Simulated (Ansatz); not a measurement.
**YP (model cell, started as zinc blende): relaxing the cell for a phonon run**

Aim: bring YP (model cell, started as zinc blende) to small forces and stress, as phonons need.

Method: DFT PBEsol, scalar-relativistic, plane waves, norm-conserving pseudopotentials, in Ansatz 0.2.0.

The structure was built from a prototype and need not be the compound's stable phase.

## Step 1: Set-up

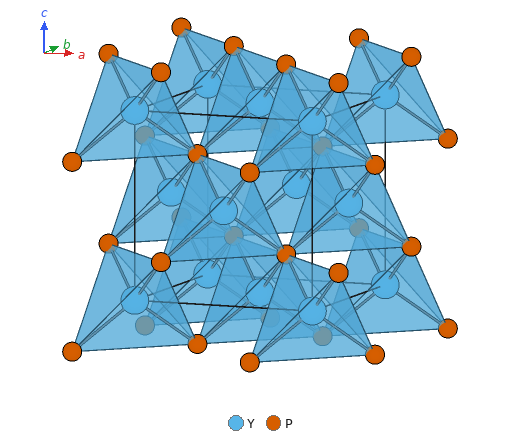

The cell as given, slightly off an axis (yttrium blue, phosphorus orange). This picture shows the conventional cell, with its axes. Some periodic images of atoms are drawn too.

Structure file:

```cif
data_structure
_symmetry_space_group_name_H-M 'F-43m'
_symmetry_Int_Tables_number 216
_cell_length_a 6.1869
_cell_length_b 6.1869
_cell_length_c 6.1869
_cell_angle_alpha 90.000
_cell_angle_beta 90.000
_cell_angle_gamma 90.000
_cell_volume 236.82
loop_
_atom_site_label
_atom_site_type_symbol
_atom_site_symmetry_multiplicity
_atom_site_Wyckoff_symbol
_atom_site_fract_x
_atom_site_fract_y
_atom_site_fract_z
_atom_site_occupancy
Y1 Y 4 a 0.00000 0.00000 0.00000 1
P1 P 4 d 0.25000 0.25000 0.75000 1
```

## Step 2: A coarse first look

A quick single point on a coarse mesh tells whether the cell has a gap and how far it is from rest, which sets the k mesh and smearing that follow.

input.yaml reads:

```yaml
crystal:
  lattice:
    - [0.0, 3.09344, 3.09344]
    - [3.09344, 0.0, 3.09344]
    - [3.09344, 3.09344, 0.0]
  atoms:
    - { symbol: "Y", position: [0.0, 0.0, 0.0] }
    - { symbol: P, position: [0.25, 0.25, 0.25] }
kpoints:
  mp_grid: { grid: [6, 6, 6] }
hamiltonian:
  xc: pbesol
  pseudopotentials: { kind: nc }
scf:
  occupations: { method: gaussian, width: 0.1 }
output:
  forces: true
  stress: true
  eigenvalues: true
```

Command:

```bash
> ansatz run input.yaml --threads 4 --pin off --max-ram 7168MiB --backend cpu --events-out ev --progress --plain --runs-dir out
```

Numbers of over 12 decimals in the logs are rounded to 6 here.

The log of the run:

```text
Engine: ansatz 0.2.0, aarch64-unknown-linux-gnu
Pseudopotentials: kind: nc
Pseudopotential: Y, nc, valence charge 11, recommended cutoff 979.609905 eV (normal), Y.nc.azcp (PseudoDojo's, or run here from an input of PseudoDojo's: the run reads no file of this project's for it)
[...]
P = ⅓ Tr σ = 1.0541 GPa (10.541 kbar)
--- Band table (eV; the first three rows and the last of 16) ---
  k-point 0: bands = [... 4 lower, -3.1295, 4.6397, 4.6397, 4.6397, 8.5304, 8.9531, 8.9531, 12.6392]
  k-point 1: bands = [... 4 lower, -2.9562, 4.2473, 4.7419, 4.7419, 8.8056, 8.8056, 9.3996, 12.0563]
  k-point 2: bands = [... 4 lower, -2.6028, 3.8323, 4.9104, 4.9104, 8.9283, 8.9283, 9.7895, 11.1746]
  k-point 15: bands = [... 4 lower, -2.1879, 3.7968, 4.8785, 5.5298, 7.0749, 8.8155, 9.9154, 10.4331]
[key lines of the parts left out:]
SCF converged after 8 iterations
Free energy (F): -1300.150163 eV
Fermi energy:    6.303698 eV
```

The job ended after 1.1 s (4 threads of Arm Neoverse V1, shared host; peak memory 0.35 GiB; 3.8 s of CPU time).

This step gave:

```yaml
pressure: 1.054 GPa
gap_on_the_k_mesh: 1.495 eV
volume_per_atom: 29.60 Å³
direct_gap_on_mesh: 1.495 eV
```

The coarse mesh shows a gap of 1.49 eV and a pressure of 1.1 GPa.

## Step 3: Relaxation

Harmonic phonons are second derivatives at a point where the forces vanish, and they are wanted at zero stress, so atoms and cell are relaxed first.

input.yaml, the sections that differ from step 2:

```yaml
kpoints:
  mp_grid: { grid: [8, 8, 8] }
scf:
  occupations: { method: gaussian, width: 0.02 }
relax:
  adjacent_minimum: "off"
  f_tol: 0.005
  max_steps: 80
  cell: { stress_tol: 0.05 }
# crystal, hamiltonian, output: as in step 2
```

The log of the run:

```text
[...]
Crystal: 2 atoms, lattice volume = 59.205 Å³
Basis set: ecut = 979.609905 eV, 4111 PW (Γ), exchange–correlation on 90×90×90 points (8 copies of the dense FFT grid, shifted against one another)
Bands: 12, of which v1, the nominal top of the filled ones, is band 8 counted from 1 (7 counted from 0)
Symmetry: 24 space group operations
[...]
k-points: 29 of 512 (time reversal used)
[...]
SCF iter   1: F=—  HF=-1300.531989 eV  |F-HF|=—  |Δ(HF+E_count)|=         —  Δρ=3.49e-2  dr2=1.41e0  ethr=3.10e-3  ⟨swp⟩=6.6  Hψ=2494  notcnv=0
[...]
SCF iter   8: F=-1300.150117 eV  HF=-1300.150117 eV  |F-HF|=1.02e-10  |Δ(HF+E_count)|=   1.90e-9  Δρ=1.05e-6  dr2=2.50e-10  ethr=1.26e-10  ⟨swp⟩=2.1  Hψ=1295  notcnv=0
SCF 1 converged in 8 iterations: F = -1300.150117 eV  dr2 = 2.50e-10
relax step   1: F+E_penalty+E_count = -1300.15011748 eV  Δ(F+E_penalty+E_count) = +0.000e0 eV  max|allowed force component| = 3.308e-16 eV/Å  Δτ_max = 0.0000 Å  P = +1.055 GPa  Ω = 59.205 Å³  (8 SCF iters, dr2 threshold 1.00e-7 eV, accepted)
Crystal: 2 atoms, lattice volume = 61.018 Å³
Basis set: ecut = 979.609905 eV, 4279 PW (Γ), exchange–correlation on 90×90×90 points (8 copies of the dense FFT grid, shifted against one another)
[...]
iter 1 solved again at ethr=9.49e-6 eV; its pass at ethr=3.10e-3 eV (dr2=1.52e-3 eV) is discarded
[...]
SCF iter   5: F=-1300.151501 eV  HF=-1300.151501 eV  |F-HF|=1.78e-8  |Δ(HF+E_count)|=   7.41e-7  Δρ=6.74e-6  dr2=1.89e-8  ethr=1.25e-9  ⟨swp⟩=7.8  Hψ=2080  notcnv=0
SCF 2 converged in 5 iterations: F = -1300.151501 eV  dr2 = 1.89e-8
relax step   2: F+E_penalty+E_count = -1300.15150099 eV  Δ(F+E_penalty+E_count) = -1.384e-3 eV  max|allowed force component| = 4.163e-17 eV/Å  Δτ_max = 0.0000 Å  P = -0.746 GPa  Ω = 61.018 Å³  energy of the carried Pulay correction = -1.332e-4 eV  (5 SCF iters, dr2 threshold 2.00e-7 eV, accepted)
Crystal: 2 atoms, lattice volume = 60.254 Å³
[...]
SCF iter   5: F=-1300.153392 eV  HF=-1300.153392 eV  |F-HF|=2.36e-9  |Δ(HF+E_count)|=   1.20e-7  Δρ=2.58e-6  dr2=2.72e-9  ethr=1.25e-9  ⟨swp⟩=6.1  Hψ=1750  notcnv=0
SCF 3 converged in 5 iterations: F = -1300.153392 eV  dr2 = 2.72e-9
relax step   3: F+E_penalty+E_count = -1300.15339216 eV  Δ(F+E_penalty+E_count) = -1.891e-3 eV  max|allowed force component| = 7.055e-17 eV/Å  Δτ_max = 0.0000 Å  P = -0.017 GPa  Ω = 60.254 Å³  energy of the carried Pulay correction = -7.757e-5 eV  (5 SCF iters, dr2 threshold 2.00e-7 eV, accepted)
[...]
SCF iter   1: F=—  HF=-1300.153528 eV  |F-HF|=—  |Δ(HF+E_count)|=         —  Δρ=1.61e-5  dr2=9.81e-9  ethr=4.29e-7  ⟨swp⟩=4.0  Hψ=3638  notcnv=0
eigensolver tolerance schedule: the retry pair's looser diagonalisation over-reported the residual by 7001.64 of it (diagonalisation noise at 32.16 of the residual, at the tolerance the schedule requests for it); recorded, not acted on — ethr = c·dr2/N_el stays at c = 1.0e-1
[...]
SCF iter   2: F=—  HF=-1300.153486 eV  |F-HF|=—  |Δ(HF+E_count)|=   4.20e-5  Δρ=8.01e-6  dr2=3.06e-9  ethr=6.13e-11  ⟨swp⟩=3.4  Hψ=809  notcnv=0
[...]
SCF iter   5: F=-1300.153486 eV  HF=-1300.153486 eV  |F-HF|=4.55e-13  |Δ(HF+E_count)|=  6.53e-11  Δρ=8.71e-8  dr2=2.60e-12  ethr=1.00e-12  ⟨swp⟩=5.5  Hψ=1895  notcnv=0
SCF 4 converged in 5 iterations: F = -1300.153486 eV  dr2 = 2.60e-12
relax step   4: F+E_penalty+E_count = -1300.15348641 eV  Δ(F+E_penalty+E_count) = -9.425e-5 eV  max|allowed force component| = 4.048e-17 eV/Å  Δτ_max = 0.0000 Å  P = -0.013 GPa  Ω = 60.254 Å³  stress off target by 1.26e-2 GPa  SCF on the basis re-selected at this cell (its energy is not comparable with the rows above)  (5 SCF iters)
basis re-selected at this cell: Δ(F+E_penalty+E_count) = -9.425e-5 eV, ΔP = +0.005 GPa vs the last step (what re-selecting the basis moved, of the pressure what is left beyond the Pulay correction that the steps carried, after the strain that the cell walked since its last selection, with what the two solves' SCF thresholds leave and, on support functions, any second-order correction that the steps lacked; it is no m [...]
SCF converged after 5 iterations
Free energy (F): -1300.153486 eV
[...]
Internal energy: -1300.153486 eV  (E = F + TS)
E sigma→0 (E₀):  -1300.153486 eV
Fermi energy:    6.141225 eV
[...]
--- Stress (GPa, compression-positive) ---
       -0.012613      -0.000000      -0.000000
       -0.000000      -0.012613       0.000000
       -0.000000       0.000000      -0.012613
  P = ⅓ Tr σ = -0.0126 GPa (-0.126 kbar)
--- Band table (eV; the first three rows and the last of 29) ---
  k-point 0: bands = [... 4 lower, -3.2501, 4.5043, 4.5043, 4.5043, 8.3108, 8.7680, 8.7680, 12.4038]
  k-point 1: bands = [... 4 lower, -3.1525, 4.2533, 4.5634, 4.5634, 8.6686, 8.6686, 8.8461, 12.0386]
  k-point 2: bands = [... 4 lower, -2.9134, 3.8578, 4.6922, 4.6922, 8.6093, 8.6093, 9.7023, 11.2981]
  k-point 28: bands = [... 4 lower, -2.3422, 4.0304, 4.2823, 5.3494, 6.9362, 8.5768, 9.6949, 10.3013]
--- Relaxed structure (3 steps of the walk, 3 accepted, 1 SCFs on fresh bases) ---
  F+E_penalty+E_count = -1300.15348641 eV   max|allowed force component| = 4.048e-17 eV/Å   (the final SCF, on the basis selected at the relaxed cell)
  cell:  # Å, volume = 60.2538 Å³
    - [0, 3.111608, 3.111608]
    - [3.111608, 0, 3.111608]
    - [3.111608, 3.111608, 0]
  atoms:
    - { symbol: Y, position: [0, 0, 0] }
    - { symbol: P, position: [0.25, 0.25, 0.25] }
```

Elapsed: 7.4 s, on 4 threads; peak memory 0.43 GiB; 28 s of CPU time.

Step by step:

| step | energy less that of the first step (eV) | largest force component (eV/Å) | pressure (GPa) | volume (Å³) |
| --- | --- | --- | --- | --- |
| 1 | 0.0000 | 0.0000 | 1.06 | 59.20 |
| 2 | -0.0014 | 0.0000 | -0.75 | 61.02 |
| 3 | -0.0033 | 0.0000 | -0.02 | 60.25 |
| 4* | -0.0034 | 0.0000 | -0.01 | 60.25 |

Relaxation steps marked * repeat the geometry before them on a plane-wave basis chosen anew for their cell, so energy and pressure can jump there.

The run keeps the 24 symmetry operations that it works with, so distortions that break them were not tested.

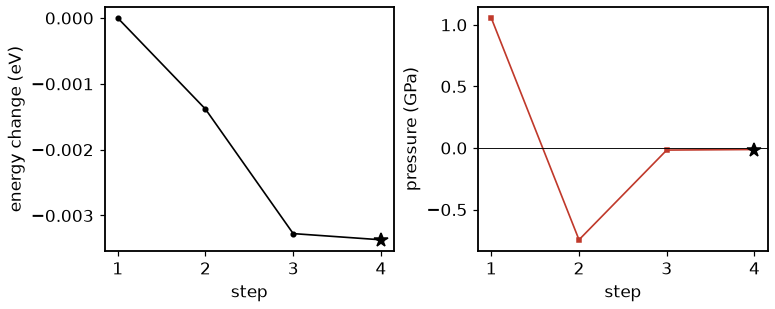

Energy and pressure along the relaxation. Stars mark steps on a basis chosen anew.

| conventional cell, symmetrised | before | after | change |
| --- | --- | --- | --- |
| a (Å) | 6.187 | 6.223 | +0.6 % |
| b (Å) | 6.187 | 6.223 | +0.6 % |
| c (Å) | 6.187 | 6.223 | +0.6 % |
| volume (Å³/atom) | 29.60 | 30.13 | +1.8 % |

Final coordinates:

```cif
data_structure
_symmetry_space_group_name_H-M 'P 1'
_symmetry_Int_Tables_number 1
_cell_length_a 4.4005
_cell_length_b 4.4005
_cell_length_c 4.4005
_cell_angle_alpha 60.000
_cell_angle_beta 60.000
_cell_angle_gamma 60.000
_cell_volume 60.25
loop_
_atom_site_label
_atom_site_type_symbol
_atom_site_fract_x
_atom_site_fract_y
_atom_site_fract_z
_atom_site_occupancy
Y1 Y 0.00000 0.00000 0.00000 1
P2 P 0.25000 0.25000 0.25000 1
```

This step gave:

| Property | Result |
| --- | --- |
| pressure | -0.01261 GPa |
| gap on the k-mesh | 1.516 eV |
| volume per atom | 30.13 Å³ |
| direct gap on mesh | 1.516 eV |

In this step the volume went from 29.60 to 30.13 Å³/atom.

## Step 4: Tight relaxation

Phonons need a cell at rest on their own settings, so the relaxation is repeated with tight tolerances on forces and stress on the k mesh and occupations of the first response run.

input.yaml, the sections that differ from step 3:

```yaml
crystal:
  lattice:
    - [0.0, 3.1116077691, 3.1116077691]
    - [3.1116077691, 0.0, 3.1116077691]
    - [3.1116077691, 3.1116077691, 0.0]
  atoms:
    - { symbol: "Y", position: [0.0, 0.0, 0.0] }
    - { symbol: P, position: [0.25, 0.25, 0.25] }
scf:
  occupations: { method: fixed }
relax:
  adjacent_minimum: "off"
  f_tol: 0.001
  max_steps: 60
  cell: { stress_tol: 0.01 }
# kpoints, hamiltonian, output: as in step 3
```

The log of the run:

```text
[...]
Crystal: 2 atoms, lattice volume = 60.254 Å³
Basis set: ecut = 979.609905 eV, 4279 PW (Γ), exchange–correlation on 90×90×90 points (8 copies of the dense FFT grid, shifted against one another)
Bands: 12, of which v1, the nominal top of the filled ones, is band 8 counted from 1 (7 counted from 0)
[... 1 set-up line as in the run before ...]
[...]
k-point 28: bands = [... 4 lower, -2.3404, 4.0320, 4.2842, 5.3515, 6.9380, 8.5791, 9.6975, 10.3039]
--- Relaxed structure (3 steps of the walk, 3 accepted, 1 SCFs on fresh bases) ---
[...]
cell:  # Å, volume = 60.2410 Å³
    - [0, 3.111387, 3.111387]
    - [3.111387, 0, 3.111387]
    - [3.111387, 3.111387, 0]
  atoms:
    - { symbol: Y, position: [0, 0, 0] }
    - { symbol: P, position: [0.25, 0.25, 0.25] }
[key lines of the parts left out:]
SCF converged after 5 iterations
Free energy (F): -1300.153488 eV
Fermi energy:    5.385268 eV
P = ⅓ Tr σ = -0.0000 GPa (-0.000 kbar)
```

It took 7.3 s on 4 threads; peak memory 0.43 GiB.

Little changed from the start: no atom moved by 0.005 Å and no cell edge by 0.1 %.

Numbers from this step:

```yaml
pressure: -3.98e-5 GPa
volume_per_atom: 30.12 Å³
```

The forces vanish by symmetry and the pressure is 0.000 GPa, within the tolerances set. The cell now holds 30.12 Å³/atom.

## Step 5: Results

```
space group after relaxation (within 0.01 Å) : F-43m
lattice constant a                           : 6.223 Å
lattice constant b                           : 6.223 Å
lattice constant c                           : 6.223 Å
volume per atom                              : 30.1 Å³
gap on the k-mesh                            : 1.52 eV
```

What this shows: The forces vanish by symmetry and the pressure is 0.000 GPa, within the tolerances set. The cell now holds 30.12 Å³/atom. The relaxation keeps the symmetry of its start, so it says nothing on stability against lower symmetry. The starting cell was built on a prototype and not taken from a measurement, so the phase need not exist.

[Logs are printed without paths, hosts, clocks, repeated set-up lines and the standing remarks that a program may print on its own settings, such as how far it seeks lower states.]

[Hosts, paths, dates, database ids (printed as entryN), source tags and the programs' standing remarks are cut or masked in the printed files.]
